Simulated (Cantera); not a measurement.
Charge: 1 mol ZrO2, 0.31 mol H2, equilibrated at 0.00280 bar.

These are equilibrium values from Cantera (NASA tables, ideal gas, pure condensed phases), not measurements of a reactor. Candidate condensed phases: H2O, Zr, ZrO2; 12 gas species. Kinetics and transport are ignored.

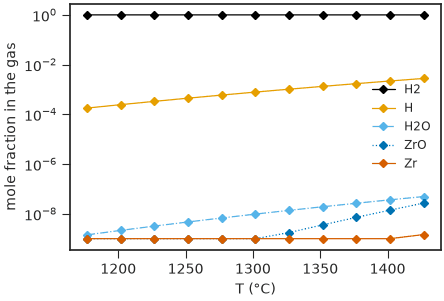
Figure: Equilibrium gas composition (values under 1e-9 drawn at 1e-9)

From 1177 °C to 1202 °C the condensed part is ZrO2(monoclinic). From 1227 °C to 1427 °C the condensed part is ZrO2(tetragonal).
